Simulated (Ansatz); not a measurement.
# C2H6AlFO: molecular dynamics

Aim: follow the molecule's vibrations and see whether its bonds hold. The start is relaxed first. Runs: 369 steps of 1 fs under a Langevin thermostat at 1000 K. SMILES of the start: [CH3][Al]([F])[CH2]O.

Program: Ansatz 0.2.0. Level of theory: RKS r2SCAN/STO-3G. These are calculated values, not measurements.

## (1) The structure to begin with

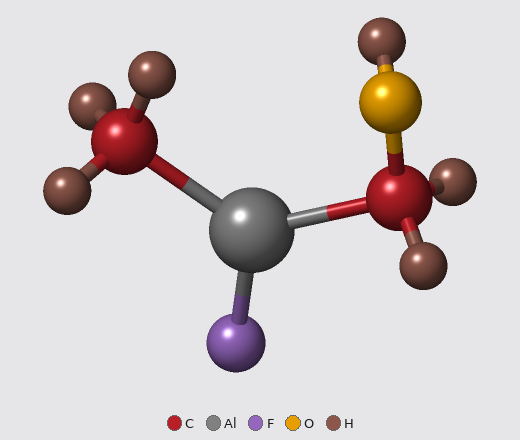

The starting structure, seen from a chosen angle (carbon red, aluminium grey, fluorine purple, oxygen amber, hydrogen brown).

Coordinates:

```xyz
11

C    -0.8349   -1.4217    0.8642
Al    0.7125   -0.2348    0.5427
F     2.2280   -0.5933    1.3810
C     0.6830    1.3287   -0.7182
O    -0.6803    1.4246   -1.2608
H    -0.6523   -2.4051    0.5564
H    -1.7045   -0.9976    0.2484
H    -1.1179   -1.3299    1.9205
H     0.8536    2.2574   -0.1051
H     1.3601    1.1990   -1.5050
H    -0.7818    0.7158   -1.9034
```

## (2) Preparing the start

Input file input.yaml:

```yaml
crystal:
  periodic: [false, false, false]
  atoms:
    - { symbol: C, position_ang: [-0.8349, -1.4217, 0.8642] }
    - { symbol: Al, position_ang: [0.7125, -0.2348, 0.5427] }
    - { symbol: F, position_ang: [2.228, -0.5933, 1.381] }
    - { symbol: C, position_ang: [0.683, 1.3287, -0.7182] }
    - { symbol: O, position_ang: [-0.6803, 1.4246, -1.2608] }
    - { symbol: H, position_ang: [-0.6523, -2.4051, 0.5564] }
    - { symbol: H, position_ang: [-1.7045, -0.9976, 0.2484] }
    - { symbol: H, position_ang: [-1.1179, -1.3299, 1.9205] }
    - { symbol: H, position_ang: [0.8536, 2.2574, -0.1051] }
    - { symbol: H, position_ang: [1.3601, 1.199, -1.505] }
    - { symbol: H, position_ang: [-0.7818, 0.7158, -1.9034] }
basis:
  gaussian: { orbitals: STO-3G }
hamiltonian:
  xc: r2scan
relax:
  f_tol: 0.02
  max_steps: 40
output:
  orbitals: {}
```

The run is started by

```bash
ansatz run input.yaml --threads 1 --pin off --max-ram 2048MiB --backend cpu --events-out ev --progress --plain --runs-dir out
```

Standard output, cut to the lines that bear on the results:

```text
Warning: RAYON_NUM_THREADS=1 ignored (pool sized by the plan → 1); use --threads N
[...]
Functional definition: r2SCAN
[...]
500 factors; integrals over basis functions are off by at most 1.3e-5 eV
[...]
mean field -13356.53057704 eV, -490.8434453247 hartree, gradient 1.3e-5 eV, S^2 0.000000; 0 other end points of the search recorded, 0 dependent functions left out
[...]
reference -13356.53058309 eV, -490.8434455470 hartree; 24, 24 occupied and 11, 11 virtual orbitals, 500 factors
relax step   1: F+E_penalty+E_count = -13356.53057704 eV  Δ(F+E_penalty+E_count) = +0.000e0 eV  max|allowed force component| = 4.436e0 eV/Å  Δτ_max = 0.0000 Å  (22 SCF iters, accepted)
[...]
relax step   4: F+E_penalty+E_count = -13357.45416286 eV  Δ(F+E_penalty+E_count) = -8.949e-3 eV  max|allowed force component| = 1.609e-1 eV/Å  Δτ_max = 0.0423 Å  (25 SCF iters, accepted)
[...]
relax step   7: F+E_penalty+E_count = -13357.45838253 eV  Δ(F+E_penalty+E_count) = -1.891e-4 eV  max|allowed force component| = 3.096e-1 eV/Å  Δτ_max = 0.1217 Å  (25 SCF iters, accepted)
[...]
relax step  10: F+E_penalty+E_count = -13357.46478942 eV  Δ(F+E_penalty+E_count) = -1.898e-3 eV  max|allowed force component| = 1.016e-1 eV/Å  Δτ_max = 0.1239 Å  (25 SCF iters, accepted)
[...]
relax step  12: F+E_penalty+E_count = -13357.46568769 eV  Δ(F+E_penalty+E_count) = -4.448e-4 eV  max|allowed force component| = 1.757e-1 eV/Å  Δτ_max = 0.0559 Å  (24 SCF iters, accepted)
[...]
relax step  13: F+E_penalty+E_count = -13357.46704759 eV  Δ(F+E_penalty+E_count) = -1.360e-3 eV  max|allowed force component| = 1.120e-1 eV/Å  Δτ_max = 0.0090 Å  (26 SCF iters, accepted)
[...]
500 factors; integrals over basis functions are off by at most 3.0e-5 eV
mean field -13357.46771338 eV, -490.8778844499 hartree, gradient 2.4e-5 eV, S^2 0.000000; 0 other end points of the search recorded, 0 dependent functions left out
[...]
reference -13357.46771939 eV, -490.8778846708 hartree; 24, 24 occupied and 11, 11 virtual orbitals, 500 factors
```

## (3) More of the same log: start relaxed

Output, continued, cut to the lines that bear on the results:

```text
relax step  14: F+E_penalty+E_count = -13357.46771338 eV  Δ(F+E_penalty+E_count) = -6.658e-4 eV  max|allowed force component| = 5.131e-2 eV/Å  Δτ_max = 0.0248 Å  (25 SCF iters, accepted)
[...]
relax step  16: F+E_penalty+E_count = -13357.46865822 eV  Δ(F+E_penalty+E_count) = -4.411e-4 eV  max|allowed force component| = 6.828e-2 eV/Å  Δτ_max = 0.1043 Å  (24 SCF iters, accepted)
[...]
relax step  18: F+E_penalty+E_count = -13357.46910968 eV  Δ(F+E_penalty+E_count) = -2.607e-4 eV  max|allowed force component| = 2.250e-2 eV/Å  Δτ_max = 0.0316 Å  (25 SCF iters, accepted)
[...]
relax step  20: F+E_penalty+E_count = -13357.46943811 eV  Δ(F+E_penalty+E_count) = -2.110e-4 eV  max|allowed force component| = 3.815e-2 eV/Å  Δτ_max = 0.0148 Å  (25 SCF iters, accepted)
[...]
Atom 1 at     0.606975    -0.095663     0.680436 Å, force    -0.017034     0.003658    -0.006323 eV/Å
Atom 2 at     1.707090    -0.003249     1.874040 Å, force     0.014567     0.000368     0.012799 eV/Å
Atom 3 at     0.721872     1.171090    -0.783324 Å, force    -0.006916     0.004308    -0.007040 eV/Å
Atom 4 at    -0.573772     1.755189    -1.223096 Å, force     0.005288    -0.014540    -0.000169 eV/Å
Atom 5 at    -0.542901    -2.279504     0.120845 Å, force    -0.006562     0.013148     0.010055 eV/Å
Atom 6 at    -1.736645    -1.040734     0.473187 Å, force     0.014506    -0.004220     0.006753 eV/Å
Atom 7 at    -0.877337    -1.836499     1.789706 Å, force     0.001527     0.002639    -0.014268 eV/Å
Atom 8 at     1.326588     2.051055    -0.488161 Å, force    -0.002970    -0.002695    -0.001797 eV/Å
Atom 9 at     1.259007     0.737298    -1.659508 Å, force     0.000351     0.002539     0.001081 eV/Å
Atom 10 at    -1.067819     0.912374    -1.543032 Å, force     0.006474     0.008637     0.003399 eV/Å
Dipole moment:     0.069603    -0.294279     0.009290 e Å
```

Run time: 87 s. Hardware: 1 thread of Arm Neoverse V2, shared host; peak memory 0.16 GiB.

Step by step:

```tsv
step	energy from step 1 (eV)	largest force component (eV/Å)
1	0.0000	4.4360
2	-0.8011	1.7686
3	-0.9146	0.4888
4	-0.9236	0.1609
5	-0.9256	0.0579
6	-0.9276	0.0603
7	-0.9278	0.3096
8	-0.9303	0.1401
9	-0.9323	0.0373
10	-0.9342	0.1016
11	-0.9347	0.1732
12	-0.9351	0.1757
13	-0.9365	0.1120
14	-0.9371	0.0513
15	-0.9376	0.0144
16	-0.9381	0.0683
17	-0.9383	0.0401
18	-0.9385	0.0225
19	-0.9387	0.0667
20	-0.9389	0.0382
21	-0.9391	0.0147
22	-0.9394	0.0170
23x	-0.9368	0.2574
24	-0.9395	0.0170
```

Step 1 is the start. 1 step was tried and not accepted (marked x).

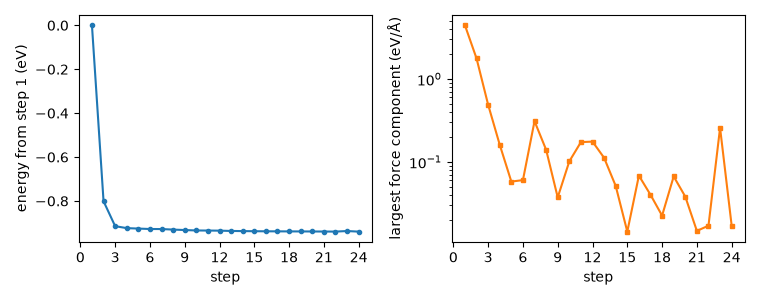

Energy and largest force along the relaxation.

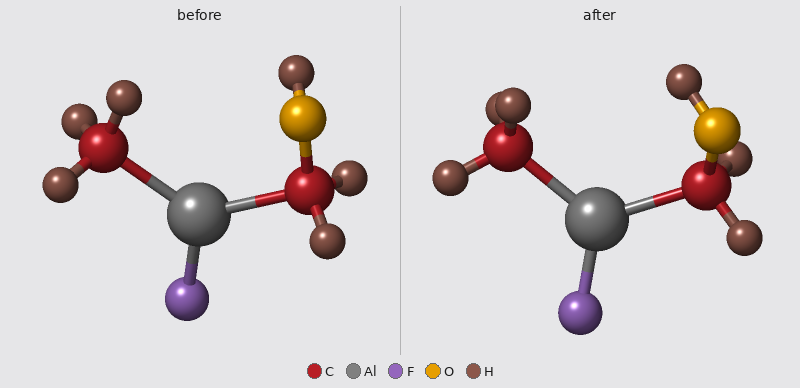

The structure before (left) and after (right), drawn at the same scale.

After: Bond lengths: C1–Al2 1.910 Å, Al2–F3 1.626 Å, Al2–C4 1.939 Å, C4–O5 1.488 Å, C1–H6 1.098 Å, C1–H7 1.097 Å, C1–H8 1.096 Å, C4–H9 1.108 Å, C4–H10 1.116 Å, O5–H11 1.028 Å. Angles (14 of 16 angles, heavy atoms first): C1–Al2–F3 119.0°, C1–Al2–C4 122.5°, F3–Al2–C4 118.5°, Al2–C4–O5 115.3°, Al2–C1–H6 111.7°, Al2–C1–H7 112.1°, Al2–C1–H8 112.7°, Al2–C4–H9 110.5°, Al2–C4–H10 111.6°, O5–C4–H9 104.0°, O5–C4–H10 109.9°, C4–O5–H11 100.9°, H6–C1–H7 106.3°, H6–C1–H8 106.6°.

## (4) Dynamics

369 steps of 1 fs under a Langevin thermostat at 1000 K, from the relaxed start.

Input file input.yaml:

```yaml
crystal:
  periodic: [false, false, false]
  atoms:
    - { symbol: C, position_ang: [-0.757558, -1.428258, 0.779607] }
    - { symbol: Al, position_ang: [0.606975, -0.095663, 0.680436] }
    - { symbol: F, position_ang: [1.70709, -0.003249, 1.87404] }
    - { symbol: C, position_ang: [0.721872, 1.17109, -0.783324] }
    - { symbol: O, position_ang: [-0.573772, 1.755189, -1.223096] }
    - { symbol: H, position_ang: [-0.542901, -2.279504, 0.120845] }
    - { symbol: H, position_ang: [-1.736645, -1.040734, 0.473187] }
    - { symbol: H, position_ang: [-0.877337, -1.836499, 1.789706] }
    - { symbol: H, position_ang: [1.326588, 2.051055, -0.488161] }
    - { symbol: H, position_ang: [1.259007, 0.737298, -1.659508] }
    - { symbol: H, position_ang: [-1.067819, 0.912374, -1.543032] }
basis:
  gaussian: { orbitals: STO-3G }
hamiltonian:
  xc: r2scan
md:
  timestep: 1.0
  n_steps: 369
  ensemble: nvt_langevin
  temperature: 1000.0
  initial_velocities: maxwell_boltzmann
  seed: 606904
  friction: 0.5
```

The run is started by

```bash
ansatz run input.yaml --threads 1 --pin off --max-ram 2048MiB --backend cpu --events-out ev --progress --plain --runs-dir out
```

Standard output, cut to the lines that bear on the results:

```text
Warning: RAYON_NUM_THREADS=1 ignored (pool sized by the plan → 1); use --threads N
[...]
[... 1 set-up line as earlier in the session ...]
[...]
503 factors; integrals over basis functions are off by at most 1.1e-5 eV
[...]
mean field -13357.47009968 eV, -490.8779721448 hartree, gradient 4.2e-5 eV, S^2 0.000000; 0 other end points of the search recorded, 0 dependent functions left out
[...]
reference -13357.47010565 eV, -490.8779723643 hartree; 24, 24 occupied and 11, 11 virtual orbitals, 503 factors
md step     0: t =     0.00 fs  T =   909.1 K  F+E_penalty+E_count = -13357.47009968 eV  E_kin = 1.292600 eV  (22 SCF iters)
[...]
md step    25: t =    25.00 fs  T =   848.6 K  F+E_penalty+E_count = -13356.71769911 eV  E_kin = 1.206621 eV  (25 SCF iters)
[...]
md step    50: t =    50.00 fs  T =   653.0 K  F+E_penalty+E_count = -13356.74245330 eV  E_kin = 0.928419 eV  (26 SCF iters)
[...]
md step    75: t =    75.00 fs  T =   962.9 K  F+E_penalty+E_count = -13356.72112629 eV  E_kin = 1.369169 eV  (26 SCF iters)
[...]
md step    99: t =    99.00 fs  T =  1426.1 K  F+E_penalty+E_count = -13356.12122408 eV  E_kin = 2.027705 eV  (25 SCF iters)
md step   100: t =   100.00 fs  T =  1459.8 K  F+E_penalty+E_count = -13356.33941587 eV  E_kin = 2.075664 eV  (25 SCF iters)
```

## (5) The output, continued: dynamics from the start

The log, continued, cut to the lines that bear on the results:

```text
md step   101: t =   101.00 fs  T =  1344.2 K  F+E_penalty+E_count = -13356.54873852 eV  E_kin = 1.911275 eV  (25 SCF iters)
[...]
md step   133: t =   133.00 fs  T =   947.4 K  F+E_penalty+E_count = -13356.47132357 eV  E_kin = 1.347127 eV  (25 SCF iters)
[...]
md step   165: t =   165.00 fs  T =   660.0 K  F+E_penalty+E_count = -13356.60836799 eV  E_kin = 0.938444 eV  (24 SCF iters)
[...]
md step   197: t =   197.00 fs  T =  1422.8 K  F+E_penalty+E_count = -13356.17623934 eV  E_kin = 2.022988 eV  (27 SCF iters)
[...]
md step   229: t =   229.00 fs  T =   747.9 K  F+E_penalty+E_count = -13356.76629411 eV  E_kin = 1.063390 eV  (25 SCF iters)
md step   230: t =   230.00 fs  T =   798.9 K  F+E_penalty+E_count = -13356.76678157 eV  E_kin = 1.135921 eV  (25 SCF iters)
```

## (6) The output, continued: dynamics from the start

The log, continued, cut to the lines that bear on the results:

```text
md step   231: t =   231.00 fs  T =   786.0 K  F+E_penalty+E_count = -13356.74856092 eV  E_kin = 1.117550 eV  (25 SCF iters)
[...]
md step   256: t =   256.00 fs  T =   709.8 K  F+E_penalty+E_count = -13356.32780798 eV  E_kin = 1.009172 eV  (23 SCF iters)
[...]
md step   281: t =   281.00 fs  T =  1230.8 K  F+E_penalty+E_count = -13356.38715731 eV  E_kin = 1.750038 eV  (23 SCF iters)
[...]
md step   306: t =   306.00 fs  T =  1237.6 K  F+E_penalty+E_count = -13356.91937707 eV  E_kin = 1.759738 eV  (25 SCF iters)
[...]
md step   367: t =   367.00 fs  T =   941.9 K  F+E_penalty+E_count = -13356.69300003 eV  E_kin = 1.339235 eV  (25 SCF iters)
md step   368: t =   368.00 fs  T =  1088.6 K  F+E_penalty+E_count = -13356.43192183 eV  E_kin = 1.547800 eV  (25 SCF iters)
[...]
Atom 1 at     0.891530    -0.322406     0.751217 Å, force     2.095259     2.392828    -0.010133 eV/Å
Atom 2 at     2.230610    -0.077927     1.737371 Å, force    -1.533873    -0.411586    -1.078921 eV/Å
Atom 3 at     0.657751     1.038615    -0.722711 Å, force     4.430571    -2.620229    -1.282001 eV/Å
Atom 4 at    -0.595838     1.628374    -0.666427 Å, force    -2.936867     2.340365    -1.549948 eV/Å
Atom 5 at    -0.283713    -2.519245     1.503471 Å, force     0.753979    -1.726715     1.145626 eV/Å
Atom 6 at    -0.510186    -1.973504    -0.125773 Å, force     1.372533    -1.257843    -1.020820 eV/Å
Atom 7 at    -1.377719    -1.397954     0.934218 Å, force    -0.676498     1.442390     1.588878 eV/Å
Atom 8 at     1.499170     1.791148    -0.495666 Å, force    -0.590497    -0.404983    -0.738981 eV/Å
Atom 9 at     0.847828     0.651786    -1.876595 Å, force     0.106592     0.529397     3.122040 eV/Å
Atom 10 at    -0.566505     2.187352    -1.568289 Å, force    -0.614925    -0.434384     1.610133 eV/Å
Dipole moment:     0.088146    -0.085780    -0.145415 e Å
```

Run time: 19 min. Hardware: 1 thread of Arm Neoverse V2, shared host; peak memory 0.11 GiB.

## (7) Frames and traces

The trajectory, every 27 steps (energies from step 0):

```tsv
time (fs)	T (K)	potential energy change (meV/atom)
0.0	909	0.0
27.0	968	47.7
54.0	968	62.3
81.0	1625	64.8
108.0	906	75.5
135.0	964	93.6
162.0	924	54.9
189.0	910	106.2
216.0	898	88.1
243.0	1450	80.8
270.0	803	96.7
297.0	798	71.9
324.0	1025	72.2
351.0	1158	72.5
369.0	1369	110.0
```

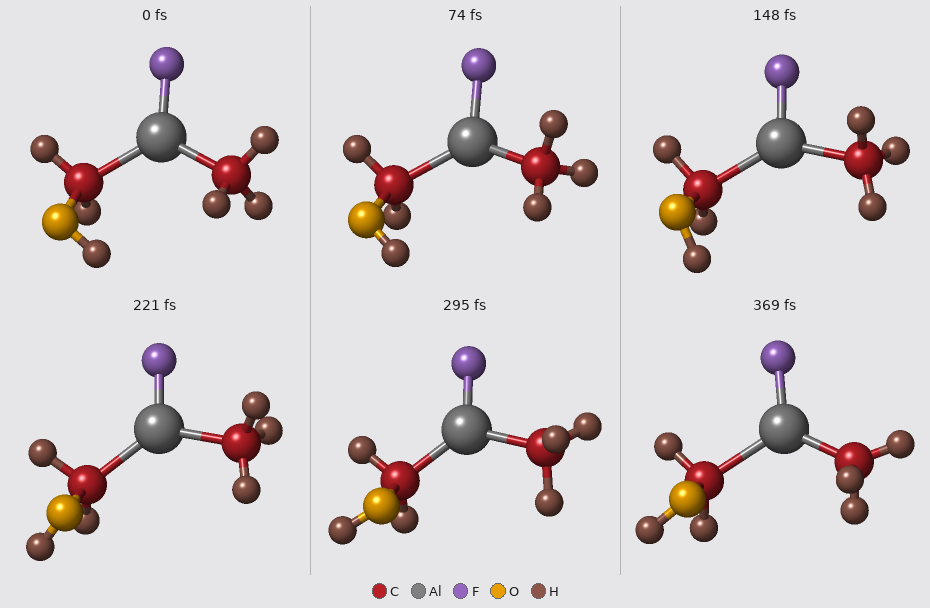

Six frames of the run, seen from a chosen angle. Sticks join atoms within a bonding distance in each frame.

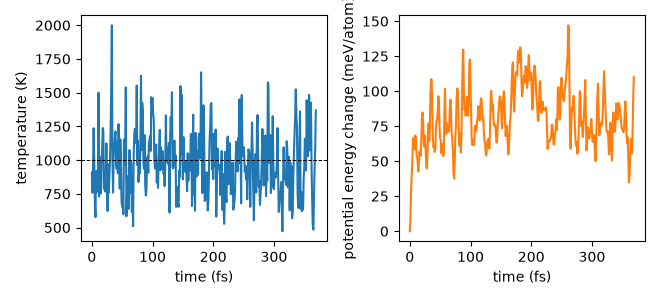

Traces against time; each panel has its own scale. The dashed line is the set temperature.

## (8) Snapshots as a file

Extended XYZ, with forces in eV/Å:

```xyz
11
time_fs=46.0 T=789 dE=0.9376
C    -0.668   -1.416    0.956   -3.427   -1.706    2.902
Al    0.659   -0.156    0.714    1.922    1.224    1.161
F     1.698    0.040    1.994   -0.562   -0.029   -1.066
C     0.752    1.127   -0.771   -0.105    0.060   -0.885
O    -0.563    1.772   -1.163   -0.400   -2.929   -0.045
H    -0.450   -2.472    0.716   -0.072    0.479   -1.290
H    -1.567   -0.997    0.402    0.806   -1.375    0.347
H    -1.095   -1.672    2.052    1.325    1.760   -2.445
H     1.221    2.057   -0.356    1.019   -0.705   -0.699
H     1.319    0.678   -1.739   -1.012    1.478    2.169
H    -1.137    0.872   -1.267    0.508    1.742   -0.148
11
time_fs=92.0 T=1028 dE=0.9081
C    -0.617   -1.460    1.139   -3.521    0.093   -2.537
Al    0.607   -0.159    0.644    2.876    0.607    2.512
F     1.729   -0.009    1.855   -0.453    0.096   -0.819
C     0.808    1.103   -0.742   -0.549    2.434   -1.901
O    -0.541    1.844   -0.986    1.450   -1.851   -0.105
H    -0.284   -2.522    0.958   -0.559    1.088    0.808
H    -1.496   -1.249    0.351    1.700   -1.076    2.207
H    -1.051   -1.224    2.155    0.604   -0.962   -1.048
H     1.493    1.988   -0.673   -0.075   -0.669    1.147
H     1.233    0.666   -1.685   -0.843   -0.230   -0.080
H    -1.067    0.982   -1.204   -0.631    0.470   -0.184
11
time_fs=138.0 T=1035 dE=0.8644
C    -0.417   -1.538    1.207    2.190   -1.474    4.515
Al    0.566   -0.061    0.652    3.049   -0.028    0.888
F     1.803   -0.012    1.762   -0.673    0.534   -0.736
C     0.818    1.155   -0.823   -0.696    1.403    0.657
O    -0.486    1.934   -0.964    1.434    0.338    0.486
H     0.189   -2.538    1.302   -1.062    2.334   -0.416
H    -1.262   -1.751    0.673   -3.219   -0.913   -1.709
H    -0.734   -1.308    2.321    0.444   -0.622   -2.529
H     1.564    1.942   -0.540   -0.279   -0.398    0.153
H     1.191    0.801   -1.794   -0.166   -0.433   -0.363
H    -0.936    1.318   -1.608   -1.023   -0.741   -0.946
11
time_fs=184.0 T=1406 dE=1.1794
C    -0.389   -1.638    1.203   -0.003   -6.214    2.506
Al    0.598   -0.230    0.709    3.311    3.136    0.532
F     1.796    0.080    1.820   -0.759   -0.118   -0.744
C     0.793    1.037   -0.772   -4.319   -0.146   -0.329
O    -0.620    1.846   -0.898    2.785   -1.587    1.055
H     0.325   -2.625    1.165   -1.739    2.708   -0.574
H    -1.211   -1.867    0.538   -0.639   -0.341   -0.284
H    -0.758   -1.837    2.277    0.329    1.380   -1.729
H     1.498    1.786   -0.498    1.320    1.232    0.447
H     1.113    0.633   -1.752   -0.262    0.037    0.067
H    -0.758    1.792   -1.899   -0.025   -0.087   -0.946
11
time_fs=231.0 T=786 dE=0.7215
C    -0.287   -1.639    1.281   -3.829   -1.107    0.009
Al    0.801   -0.153    0.731   -2.062   -0.235   -1.041
F     2.041   -0.059    1.724    1.388    0.402    0.756
C     0.618    1.076   -0.791    1.403   -1.672   -0.521
O    -0.742    1.606   -0.946    0.602    0.787   -2.111
H     0.380   -2.502    1.233    0.166   -0.482    0.412
H    -1.299   -2.051    0.769    2.918    1.671    0.595
H    -0.669   -1.558    2.353    1.134    0.001   -1.147
H     1.383    1.899   -0.625   -0.473   -0.387   -0.620
H     0.914    0.490   -1.784   -0.198    1.256    1.992
H    -0.582    1.997   -1.928   -1.049   -0.235    1.675
11
time_fs=277.0 T=667 dE=0.6624
C    -0.342   -1.565    1.151   -2.562    1.389   -1.477
Al    0.785   -0.150    0.668    0.561    0.015    1.652
F     2.101   -0.058    1.599    0.556    0.097    0.302
C     0.722    1.011   -0.779    1.476   -0.867   -1.982
O    -0.622    1.524   -0.896   -1.015    0.063   -1.224
H     0.299   -2.225    1.671    0.525   -1.928    0.198
H    -0.800   -1.905    0.180    0.822   -0.774    1.200
H    -1.221   -1.383    1.802    0.640    0.325   -0.186
H     1.380    1.907   -0.778    0.737   -0.482    0.051
H     1.042    0.345   -1.719   -0.608    1.540    1.556
H    -0.507    1.831   -1.864   -1.130    0.623   -0.090
11
time_fs=323.0 T=798 dE=0.8763
C    -0.376   -1.565    1.069   -5.023   -0.320   -1.020
Al    0.836   -0.257    0.727   -0.670    1.525   -1.962
F     2.131   -0.090    1.601    1.967    0.093    1.506
C     0.770    1.030   -0.707   -2.239   -0.183    2.659
O    -0.677    1.601   -0.781    3.118    0.632   -0.780
H     0.098   -2.307    1.705   -0.612   -0.848    0.152
H    -0.790   -1.986    0.081    1.393   -0.069    1.572
H    -1.422   -1.205    1.496    2.884   -0.730   -0.150
H     1.580    1.731   -0.397   -0.550    0.619   -0.869
H     0.952    0.609   -1.664    0.935   -0.535   -1.675
H    -0.404    2.290   -1.524   -1.204   -0.184    0.565
11
time_fs=369.0 T=1369 dE=1.2099
C    -0.332   -1.667    0.897   -2.406    0.151   -1.786
Al    0.891   -0.322    0.751    2.095    2.393   -0.010
F     2.231   -0.078    1.737   -1.534   -0.412   -1.079
C     0.658    1.039   -0.723    4.431   -2.620   -1.282
O    -0.596    1.628   -0.666   -2.937    2.340   -1.550
H    -0.284   -2.519    1.504    0.754   -1.727    1.146
H    -0.510   -1.974   -0.126    1.373   -1.258   -1.021
H    -1.378   -1.398    0.934   -0.676    1.442    1.589
H     1.499    1.791   -0.496   -0.591   -0.405   -0.739
H     0.848    0.652   -1.877    0.107    0.529    3.122
H    -0.567    2.187   -1.568   -0.615   -0.434    1.610
```

## (9) Outcome

| quantity | value |
| --- | --- |
| relaxation of the start | 22 moves, 0.940 eV lower |
| length | 369 steps of 1 fs |
| temperature, first and last step | 909 and 1369 K |
| temperature, second half | mean 949 K, from 473 to 1576 K |
| potential energy, second half | +84 meV/atom from the start |
| bonds formed or broken | 0 |

**Reading.** Against a set 1000 K the second half averages 949 K with a spread of 234 K. A friction of 0.5 per fs wipes out velocities within 2 fs: the temperature is held, but the motion is overdamped and says nothing of rates. The bonding pattern survives the run. 369 fs on 11 atoms is far too short and small for converged averages. The nuclei move classically, without zero-point motion, which matters most for hydrogen. In so small a basis the energies are only a sketch.
